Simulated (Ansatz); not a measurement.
System NbSi (space group Fm-3m, No. 225); source of the atomic positions: the input geometry of an electronic-structure calculation (not necessarily at equilibrium); the starting structure was generated, so it need not be a known form of this composition.

```cif
data_structure
_symmetry_space_group_name_H-M 'Fm-3m'
_symmetry_Int_Tables_number 225
_cell_length_a 5.1473
_cell_length_b 5.1473
_cell_length_c 5.1473
_cell_angle_alpha 90.000
_cell_angle_beta 90.000
_cell_angle_gamma 90.000
_cell_volume 136.38
loop_
_atom_site_label
_atom_site_type_symbol
_atom_site_symmetry_multiplicity
_atom_site_Wyckoff_symbol
_atom_site_fract_x
_atom_site_fract_y
_atom_site_fract_z
_atom_site_occupancy
Nb1 Nb 4 a 0.00000 0.00000 0.00000 1
Si1 Si 4 b 0.50000 0.00000 0.00000 1
```

Bonds are taken as Nb–Si below 2.9 Å; no other contact counts. Atoms with one bond or none are removed and atoms with two bonds are replaced by edges, until no such atom is left.

What net does this leave?

The result is a uninodal 6-connected, three-periodic net: Nb and Si are 6-connected nodes. It is the pcu net, known from NaCl, ReO3 and the B-X framework of perovskite. It is a single net, without interpenetration.

```tsv
node	links	point symbol	coordination sequence
Nb and Si	6	4¹²·6³	6 18 38 66 102 146 198 258 326 402
```

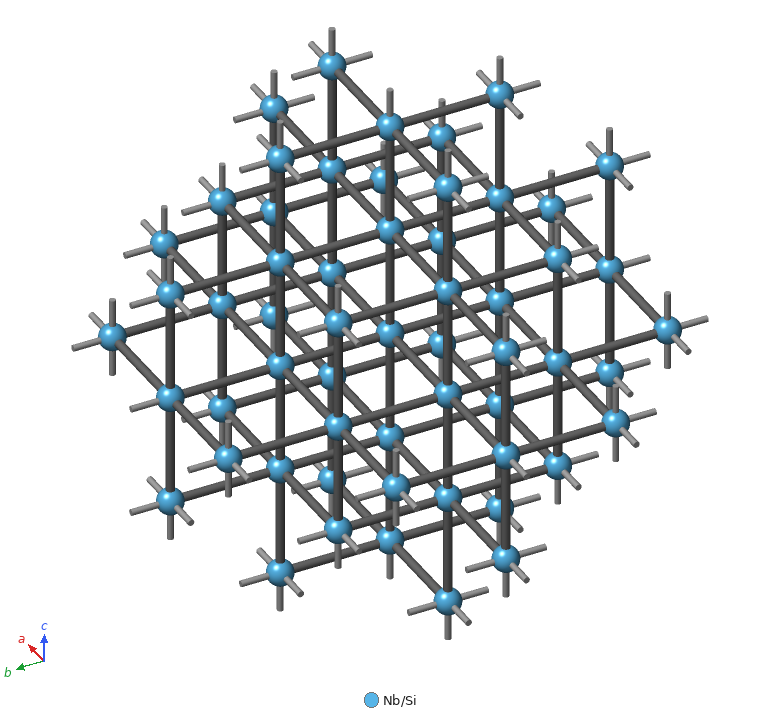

Nodes are coloured by topological kind. Short stubs are edges that leave the cut-out.
